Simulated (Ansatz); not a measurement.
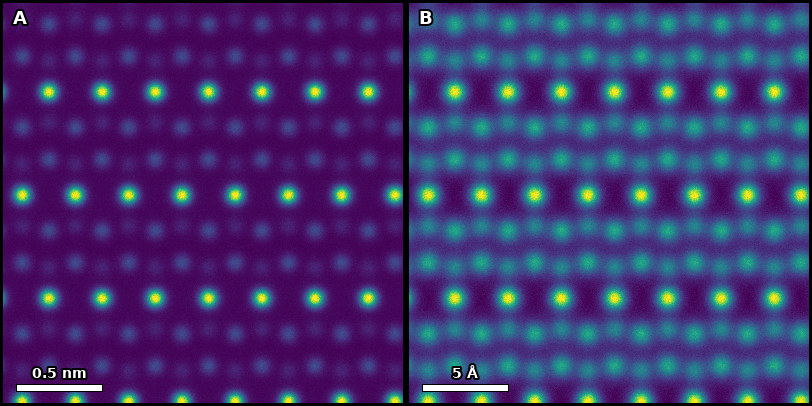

Two simulated images of the same area of Mg$_{2}$ZnN$_{2}$ (I4/mmm, No. 139) along [100], with a probe of 0.82 Å. One is incoherent Z contrast (Z^1.7 per atom), the other the projected potential of neutral atoms blurred by the probe (iDPC-like, thin sample). Brightness is counted from the darkest point of the image. Shot noise was added. Structure: the geometry relaxed with DFT PBE, scalar-relativistic, plane waves, PAW (Ansatz); the starting structure was generated, so it need not be a known form of this composition.

### Which panel is which, and how can one tell?

A is the Z-contrast image and B the potential image. The columns of 1 N per repeat reach about 8 % of the brightest peak (1 Zn) in A but about 44 % in B, mainly since the potential grows much more slowly with atomic number.
